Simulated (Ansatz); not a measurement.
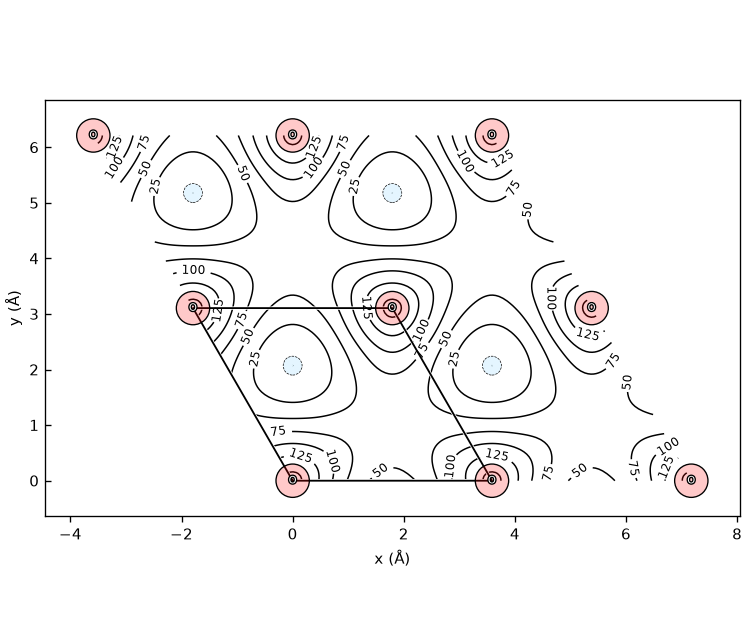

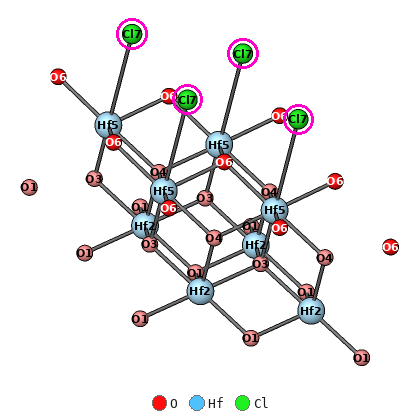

Energy landscape of Cl on a HfO₂(111) slab cut from the Fm-3m phase, its upper half relaxed before the scan (6 atoms of substrate and one adsorbate in a 1 × 1 cell). Cl is moved over the surface cell at a fixed height above a rigid substrate; the origin of the map has the adsorbate above O6; the height is held at 2.80 Å. Places are given modulo a cell vector. The map is drawn in real space over the plane of the surface. The grid has 6 × 6 points; 10 points were computed and 26 follow by symmetry. All energies are given in meV relative to the lowest grid point. With one adsorbate in each 1 × 1 cell, its nearest image is 3.6 Å away, so neighbouring adsorbates interact. At a fixed height the lowest place need not be the adsorption site. The calculation used Ansatz, DFT PBE+D3(BJ), scalar-relativistic, plane waves, PAW. Settings: cutoff 420 eV, k-mesh 9×9×1, gaussian smearing 0.05 eV, spin-polarised.

Drawn: contour lines labelled in meV, labelled circles for the atoms of the top layer and small ones for the second layer, the outline of one cell of the 2 × 2 shown. Between grid points the surface is interpolated. The second picture is the structure at the lowest point; rings mark the moved atoms.

Question: Summarise what can be read from the map.

Answer: The lowest grid point is at a threefold hollow over a second-layer Hf atom, (2/6, 4/6) of the cell vectors. The highest grid point, the top site over a surface O atom, (0/6, 0/6) of the cell vectors, lies 154 meV above the lowest. On the interpolated surface the easiest way out of the lowest well to its copy in the next cell or period passes a barrier of about 60 meV. At the lowest point the adsorbate has 3 O at 3.48 Å as nearest neighbours, at the highest 1 O at 2.80 Å.

The input of one point:

```yaml
crystal:
  lattice:
    - [3.5874453701, 0.0, 0.0]
    - [-1.793722685, 3.1068188252, 0.0]
    - [0.0, 0.0, 21.4612281329]
  atoms:
    - { symbol: O, position: [0.0, 0.0, 0.1863826234] }
    - { symbol: Hf, position: [0.6666666667, 0.3333333333, 0.2205038869] }
    - { symbol: O, position: [0.3333333333, 0.6666666667, 0.2546251504] }
    - { symbol: O, position: [0.6666666667, 0.3333333333, 0.3182215794] }
    - { symbol: Hf, position: [0.3333333333, 0.6666666667, 0.352766583] }
    - { symbol: O, position: [0.0, 0.0, 0.3895969085] }
    - { symbol: Cl, position: [0.3333333333, 0.6666666667, 0.5200647448], spin: 1.0 }
basis:
  ecutwfc: 420
kpoints:
  mp_grid: { grid: [9, 9, 1] }
hamiltonian:
  xc: pbe
  pseudopotentials: { kind: paw, azcp: { folder: soft_1 } }
  dispersion: d3bj
scf:
  occupations: { method: gaussian, width: 0.05 }
output:
  forces: true
  eigenvalues: true
  populations: true
magnetization:
  spin_polarized: true
efield:
  axis: 3
  dipole_correction: true
  ramp_width: 0.04
```

The whole map (10 points run) took 20 min on 1 thread of Arm Neoverse V2, with other jobs on the host.
